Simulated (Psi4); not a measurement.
**B3LYP/6-31G(d) (spherical functions) run of HOF (hypofluorous acid)**

Aim: the energy change on altering one bond length of HOF (hypofluorous acid) at B3LYP/6-31G* (spherical functions), from 2 runs. 

The calculation is run with Psi4 1.11.

1 further run of the same task is left out (set aside as unsound or not needed).

### Step 1. The structure to begin with

HOF has 3 atoms, charge 0, and is taken as a singlet. SMILES: `OF`. The coordinates come from a PBE0-D4/def2-TZVP relaxation.

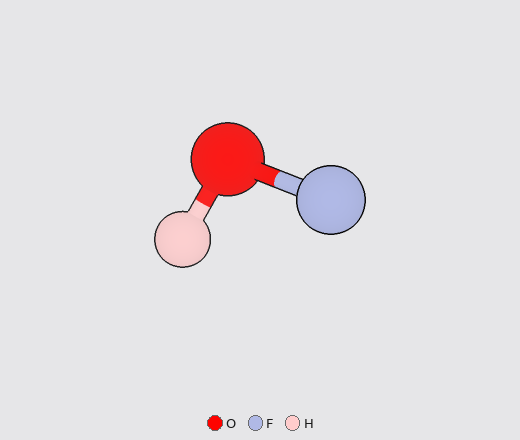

Viewed from a chosen angle; oxygen red, fluorine light blue, hydrogen pink.

### Step 2. The energy at B3LYP/6-31G(d) (spherical functions)

fho.in reads:

```
memory 2200 MB

molecule {
  O
  F 1 r2
  H 1 r3 2 a3

  r2 = 1.406397
  r3 = 0.969153
  a3 = 99.05738
  symmetry c1
}

set basis 6-31G*
set puream true
set e_convergence 1e-09
set d_convergence 1e-08
set scf_type pk
set dft_radial_points 99
set dft_spherical_points 590

E, wfn = energy('b3lyp', return_wfn=True)
oeprop(wfn, 'LOWDIN_CHARGES', 'DIPOLE', 'QUADRUPOLE')
print_variables()
```

On the command line:

```bash
psi4 -i fho.in -o fho.out -n 1
```

fho.out:

```text
[...]
  Running in c1 symmetry.
[...]
  Nuclear repulsion =   34.062705558208670
[...]
  Multiplicity = 1
[...]
  Nalpha       = 9
  Nbeta        = 9
[...]
    Number of basis functions: 30
[...]
   @RKS iter   1:  -175.47591858251198   -3.08989e-01   1.12169e-02 DIIS/ADIIS
[...]
   @RKS iter   9:  -175.51893747119499   -1.67688e-12   6.18965e-09 DIIS
[...]
    Orbital Energies [Eh]
    ---------------------
    Doubly Occupied:
       1A    -24.724138     2A    -19.242564     3A     -1.245416
       4A     -0.963997     5A     -0.564675     6A     -0.489016
       7A     -0.461059     8A     -0.369481     9A     -0.302753
[...]
  @RKS Final Energy:  -175.51893747119499
   => Energetics <=
    Nuclear Repulsion Energy =             34.0627055582086697
    One-Electron Energy =                -311.2097457674519774
    Two-Electron Energy =                 117.2749322520850939
    DFT Exchange-Correlation Energy =     -15.6468295140367850
    Empirical Dispersion Energy =           0.0000000000000000
    VV10 Nonlocal Energy =                  0.0000000000000000
    Total Energy =                       -175.5189374711950165
[...]
 Multipole Moments:
 ------------------------------------------------------------------------------------
     Multipole            Electronic (a.u.)      Nuclear  (a.u.)        Total (a.u.)
 ------------------------------------------------------------------------------------
 L = 1.  Multiply by 2.5417464519 to convert [e a0] to [Debye]
 Dipole X            :          0.1887879           -0.8972517           -0.7084639
 Dipole Y            :         -1.1520826            1.4689612            0.3168786
 Dipole Z            :         -0.0000000            0.0000000           -0.0000000
 Magnitude           :                                                    0.7761012
 L = 2.  Multiply by 1.3450342976 to convert [e a0^2] to [Debye ang]
 Quadrupole XX       :         -9.5187620            3.1340284           -6.3847336
 Quadrupole XY       :          1.6494770           -2.9690532           -1.3195762
[...]
```

Wall time 3.3 s (1 thread of Intel Xeon Platinum 8488C (Sapphire Rapids), shared host); peak memory 0.35 GiB.

### Step 3. The distorted shape: energy and forces at B3LYP/6-31G(d) (spherical functions)

input.in reads:

```
memory 2200 MB

molecule {
  O      0.526465    -0.121265     0.279571
  F     -0.126035     1.103695     0.052261
  H     -0.208690    -0.804280    -0.205350
  symmetry c1
}

set basis 6-31G*
set reference rks
set puream true
set e_convergence 1e-09
set d_convergence 1e-08
set scf_type pk
set dft_radial_points 99
set dft_spherical_points 590

result, w = gradient("b3lyp", return_wfn=True)
oeprop(w, "MULLIKEN_CHARGES", "QUADRUPOLE", "WIBERG_LOWDIN_INDICES", title="B3LYP")
```

On the command line:

```bash
psi4 -n 1 input.in input.out
```

input.out (excerpt; [...] marks lines left out):

```text
[...]
  Running in c1 symmetry.
[...]
  Nuclear repulsion =   33.360956473488521
[...]
  Multiplicity = 1
[...]
  Nalpha       = 9
  Nbeta        = 9
[...]
    Number of basis functions: 30
[...]
   @RKS iter   1:  -175.46388435091473   -3.66429e-01   1.07492e-02 ADIIS/DIIS
[...]
   @RKS iter  10:  -175.50704348035364   -5.68434e-14   2.09203e-09 DIIS
[...]
  @RKS Final Energy:  -175.50704348035364
   => Energetics <=
    Nuclear Repulsion Energy =             33.3609564734885211
    One-Electron Energy =                -309.9497959269899638
    Two-Electron Energy =                 116.6821809791469917
    DFT Exchange-Correlation Energy =     -15.6003850059991738
    Empirical Dispersion Energy =           0.0000000000000000
    VV10 Nonlocal Energy =                  0.0000000000000000
    Total Energy =                       -175.5070434803536443
[...]
  -Total Gradient:
     Atom            X                  Y                   Z
    ------   -----------------  -----------------  -----------------
       1        0.053401139655     0.064445097656    -0.000000000000
       2        0.008711747562    -0.016472410437     0.000000000000
       3       -0.062111763749    -0.047972246855    -0.000000000000
[...]
 Multipole Moments:
 ------------------------------------------------------------------------------------
     Multipole            Electronic (a.u.)      Nuclear  (a.u.)        Total (a.u.)
 ------------------------------------------------------------------------------------
 L = 1.  Multiply by 2.5417464519 to convert [e a0] to [Debye]
 Dipole X            :         -0.3041165           -0.1815633           -0.4856798
 Dipole Y            :          1.1589110           -1.8036094           -0.6446984
 Dipole Z            :         -0.0000000            0.0000000           -0.0000000
 Magnitude           :                                                    0.8071685
 L = 2.  Multiply by 1.3450342976 to convert [e a0^2] to [Debye ang]
 Quadrupole XX       :        -15.4851811            7.9139053           -7.5712757
 Quadrupole XY       :         11.4963168          -10.3155625            1.1807543
[...]
  Mulliken Charges: (a.u.)
   Center  Symbol    Alpha    Beta     Spin     Total
[...]
```

It took 3.9 s on 1 thread of Intel Xeon Platinum 8488C (Sapphire Rapids), shared host; peak memory 0.36 GiB.

### Step 4. What came out

At B3LYP/6-31G* (spherical functions):

```
                                                         quantity          value
                                        first shape: total energy  -175.51894 Eh
                                       first shape: dipole moment         1.97 D
                                         first shape: HOMO energy       -8.24 eV
                                         first shape: LUMO energy       -0.64 eV
                                       first shape: HOMO–LUMO gap        7.59 eV
                                    distorted shape: total energy  -175.50704 Eh
                                   distorted shape: dipole moment         2.05 D
                                     distorted shape: HOMO energy       -8.11 eV
                                     distorted shape: LUMO energy       -0.64 eV
                                   distorted shape: HOMO–LUMO gap        7.48 eV
                        distorted shape: largest force on an atom     4.304 eV/Å
energy change with the O1–H3 bond stretched from 0.969 to 1.115 Å       0.324 eV
```

With the O1–H3 bond stretched from 0.969 to 1.115 Å the energy rises by 0.32 eV (7.5 kcal/mol). The first shape isn't relaxed at this level, so the change isn't measured from a minimum.
